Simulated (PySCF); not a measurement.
# Two runs on C6H15FNPSi

System: C6H15FNPSi.
Method of run A: GIAO PBE0/pcSseg-1 NMR shielding, non-relativistic, IEF-PCM acetonitrile (PySCF 2.14.0).

The geometry comes from this level: PBE0-D3(BJ)/def2-SVP. Text and figures count atoms from 1; the logs count them from 0 in places.

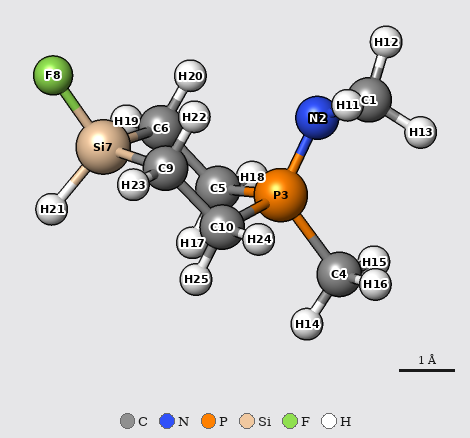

Fig. 1: The structure (ball-and-stick view, seen at a tilt; atoms are numbered from 1 in the order of the input).

### Input file, run A
```
{"job": {"kind": "nmr", "xc": "PBE0", "basis": "pcSseg-1", "solvent": "acetonitrile", "pop": false}, "charge": 0, "multiplicity": 1}
C     -2.403209    -1.483625     0.540318
N     -1.376007    -1.022915    -0.349006
P     -0.693186     0.385231    -0.262667
C     -1.722555     1.881343    -0.476878
C      0.562488     0.454183    -1.580355
C      1.575804    -0.687695    -1.439880
Si     2.500617    -0.579928     0.185167
F      3.377802    -1.935250     0.415783
C      1.252672    -0.390537     1.571895
C      0.258406     0.741625     1.283122
H     -2.096290    -1.542128     1.607735
H     -2.707923    -2.506641     0.259650
H     -3.333335    -0.875691     0.522231
H     -1.113934     2.798036    -0.491571
H     -2.278956     1.790636    -1.420891
H     -2.447278     1.946500     0.348249
H      1.043817     1.447124    -1.546929
H      0.015107     0.387708    -2.534825
H      2.276737    -0.694152    -2.290377
H      1.024490    -1.642876    -1.452226
H      3.463011     0.565247     0.180331
H      0.705936    -1.345808     1.647677
H      1.763704    -0.230490     2.535483
H     -0.473698     0.848935     2.102110
H      0.760919     1.720096     1.183382
```

The first line tells a small driver script what to run in PySCF; the rest is the geometry in Å.

Launched with:
```bash
OMP_NUM_THREADS=1 python <driver script> task.json out
```

Hardware: 1 CPU thread, shared host.

### Output (run A)
```
coarse grid: 21216 points
cycle   1  E = -1022.2189667096  dE =  1.090e+00  |g| = 8.034e-01  |ddm| = 4.505e+00
cycle   2  E = -1022.0997391534  dE =  1.192e-01  |g| = 1.135e+00  |ddm| = 2.085e+00
cycle   3  E = -1022.3468045514  dE = -2.471e-01  |g| = 1.454e-01  |ddm| = 1.429e+00
cycle   4  E = -1022.3512362540  dE = -4.432e-03  |g| = 4.225e-02  |ddm| = 1.814e-01
cycle   5  E = -1022.3516282091  dE = -3.920e-04  |g| = 1.197e-02  |ddm| = 5.374e-02
cycle   6  E = -1022.3516514033  dE = -2.319e-05  |g| = 3.870e-03  |ddm| = 1.383e-02
cycle   7  E = -1022.3516541079  dE = -2.705e-06  |g| = 5.133e-04  |ddm| = 3.452e-03
final grid: 194280 points
cycle   8  E = -1022.4157329848  dE = -4.816e-05  |g| = 1.018e-02  |ddm| = 3.643e-02
cycle   9  E = -1022.4157225180  dE =  1.047e-05  |g| = 1.229e-02  |ddm| = 1.992e-02
cycle  10  E = -1022.4157585015  dE = -3.598e-05  |g| = 1.259e-03  |ddm| = 1.180e-02
cycle  11  E = -1022.4157588210  dE = -3.196e-07  |g| = 3.087e-04  |ddm| = 1.571e-03
cycle  12  E = -1022.4157588396  dE = -1.859e-08  |g| = 9.009e-05  |ddm| = 4.259e-04
cycle  13  E = -1022.4157588413  dE = -1.664e-09  |g| = 3.416e-05  |ddm| = 1.282e-04
cycle  14  E = -1022.4157588415  dE = -2.410e-10  |g| = 5.362e-06  |ddm| = 3.671e-05
converged SCF energy = -1022.4157588415

GIAO shielding tensors (ppm)
atom      isotropic    diamagn.    paramagn.     s11        s22        s33       span
  0 C      152.536     242.058     -89.522    132.540    138.330    186.738     54.198
  1 N      238.150     332.261     -94.111    170.859    262.467    281.123    110.264
  2 P      327.407     969.161    -641.754    256.643    267.202    458.376    201.733
  3 C      171.130     257.107     -85.977    149.209    172.023    192.157     42.949
  4 C      159.095     258.347     -99.252    147.426    149.992    179.866     32.440
  5 C      177.058     254.453     -77.394    168.696    176.848    185.630     16.935
  6 Si     327.444     877.614    -550.170    280.625    328.500    373.207     92.582
  7 F      378.673     465.286     -86.614    366.192    378.363    391.463     25.271
  8 C      176.854     254.683     -77.828    168.316    177.134    185.112     16.796
  9 C      163.757     259.726     -95.970    143.972    162.790    184.508     40.536
 10 H       28.382      30.018      -1.636     22.779     26.928     35.439     12.659
 11 H       28.279      28.378      -0.100     23.275     25.851     35.710     12.435
 12 H       28.404      28.613      -0.209     22.959     26.244     36.010     13.051
 13 H       30.267      31.563      -1.296     25.914     28.494     36.393     10.479
 14 H       30.396      30.356       0.040     26.509     27.488     37.190     10.682
 15 H       29.526      30.884      -1.358     25.432     27.774     35.373      9.941
 16 H       29.832      33.791      -3.960     26.076     28.743     34.677      8.601
 17 H       29.430      32.566      -3.136     24.267     28.133     35.890     11.622
 18 H       30.131      28.519       1.611     24.558     27.460     38.374     13.817
 19 H       29.684      32.588      -2.904     25.102     29.939     34.011      8.909
 20 H       26.245      28.847      -2.601     22.982     24.657     31.096      8.114
 21 H       30.063      32.904      -2.841     25.837     29.854     34.498      8.662
 22 H       30.096      29.119       0.977     24.604     27.572     38.111     13.508
 23 H       29.007      33.611      -4.604     24.516     27.824     34.680     10.163
 24 H       29.935      34.442      -4.507     25.998     28.891     34.917      8.919
```

The input of run B differs as follows (lines with − go, lines with + come):
```diff
-"solvent": "acetonitrile"
-"pop": false
+"solvent": "acetone"
+"pop": true
```

What does this change do to the results?

The total energy of run B is 0.36 kcal/mol higher: the change of the electrostatic solvation energy at this fixed geometry, without cavity or dispersion terms. The dipole moment goes from 5.79 to 5.70 D. Of all shieldings, the largest change is that of N2, by −0.5 ppm. The number of SCF iterations is the same.

### Output (run B)
```
coarse grid: 21216 points
cycle   1  E = -1022.2179675730  dE =  1.091e+00  |g| = 8.041e-01  |ddm| = 4.505e+00
cycle   2  E = -1022.0966905086  dE =  1.213e-01  |g| = 1.139e+00  |ddm| = 2.106e+00
cycle   3  E = -1022.3461084702  dE = -2.494e-01  |g| = 1.471e-01  |ddm| = 1.448e+00
cycle   4  E = -1022.3506578283  dE = -4.549e-03  |g| = 4.251e-02  |ddm| = 1.844e-01
cycle   5  E = -1022.3510533932  dE = -3.956e-04  |g| = 1.213e-02  |ddm| = 5.422e-02
cycle   6  E = -1022.3510772106  dE = -2.382e-05  |g| = 3.880e-03  |ddm| = 1.397e-02
cycle   7  E = -1022.3510799321  dE = -2.722e-06  |g| = 5.180e-04  |ddm| = 3.460e-03
final grid: 194280 points
cycle   8  E = -1022.4151583740  dE = -4.813e-05  |g| = 1.019e-02  |ddm| = 3.645e-02
cycle   9  E = -1022.4151477943  dE =  1.058e-05  |g| = 1.231e-02  |ddm| = 1.999e-02
cycle  10  E = -1022.4151839061  dE = -3.611e-05  |g| = 1.273e-03  |ddm| = 1.188e-02
cycle  11  E = -1022.4151842336  dE = -3.275e-07  |g| = 3.090e-04  |ddm| = 1.594e-03
cycle  12  E = -1022.4151842522  dE = -1.860e-08  |g| = 9.122e-05  |ddm| = 4.289e-04
cycle  13  E = -1022.4151842540  dE = -1.706e-09  |g| = 3.416e-05  |ddm| = 1.294e-04
cycle  14  E = -1022.4151842542  dE = -2.406e-10  |g| = 5.408e-06  |ddm| = 3.662e-05
converged SCF energy = -1022.4151842542

GIAO shielding tensors (ppm)
atom      isotropic    diamagn.    paramagn.     s11        s22        s33       span
  0 C      152.531     242.058     -89.528    132.519    138.379    186.694     54.176
  1 N      237.680     332.178     -94.498    169.877    262.274    280.891    111.015
  2 P      327.819     969.142    -641.323    256.567    267.519    459.370    202.803
  3 C      171.106     257.122     -86.015    149.186    172.018    192.114     42.928
  4 C      159.057     258.343     -99.286    147.381    149.958    179.831     32.450
  5 C      177.063     254.415     -77.352    168.695    176.869    185.624     16.930
  6 Si     327.558     877.600    -550.042    280.735    328.599    373.339     92.604
  7 F      378.564     465.241     -86.677    366.074    378.264    391.353     25.280
  8 C      176.857     254.648     -77.791    168.350    177.122    185.099     16.749
  9 C      163.731     259.736     -96.005    143.951    162.775    184.468     40.517
 10 H       28.389      30.027      -1.638     22.786     26.938     35.443     12.657
 11 H       28.266      28.366      -0.100     23.267     25.838     35.692     12.425
 12 H       28.410      28.618      -0.208     22.965     26.253     36.012     13.048
 13 H       30.286      31.585      -1.300     25.942     28.517     36.398     10.456
 14 H       30.392      30.360       0.031     26.509     27.485     37.181     10.672
 15 H       29.536      30.899      -1.363     25.447     27.787     35.373      9.926
 16 H       29.858      33.814      -3.956     26.110     28.777     34.687      8.577
 17 H       29.426      32.561      -3.136     24.267     28.128     35.881     11.614
 18 H       30.142      28.520       1.622     24.568     27.474     38.384     13.816
 19 H       29.656      32.550      -2.894     25.072     29.903     33.994      8.922
 20 H       26.248      28.847      -2.598     22.988     24.660     31.097      8.109
 21 H       30.049      32.884      -2.835     25.822     29.835     34.490      8.667
 22 H       30.106      29.124       0.982     24.616     27.586     38.117     13.502
 23 H       29.018      33.624      -4.606     24.534     27.837     34.683     10.149
 24 H       29.955      34.462      -4.507     26.025     28.917     34.923      8.898
```

### The two runs side by side

| quantity | run A | run B |
| --- | --- | --- |
| outcome | converged | converged |
| total energy (hartree) | −1022.415759 | −1022.415184 |
| HOMO (eV) | −5.87 | −5.86 |
| LUMO (eV) | 0.70 | 0.70 |
| dipole moment (D) | 5.79 | 5.70 |
| shielding of N2 (ppm) | 238.1 | 237.7 |
| shielding of P3 (ppm) | 327.4 | 327.8 |
| shielding of C5 (ppm) | 159.1 | 159.1 |
| shielding of Si7 (ppm) | 327.4 | 327.6 |
| shielding of F8 (ppm) | 378.7 | 378.6 |
| shielding of H17 (ppm) | 29.8 | 29.9 |
| shielding of H20 (ppm) | 29.7 | 29.7 |
| SCF iterations | 14 | 14 |
| basis functions | 259 | 259 |
| wall time (shared host) | 76 s | 80 s |
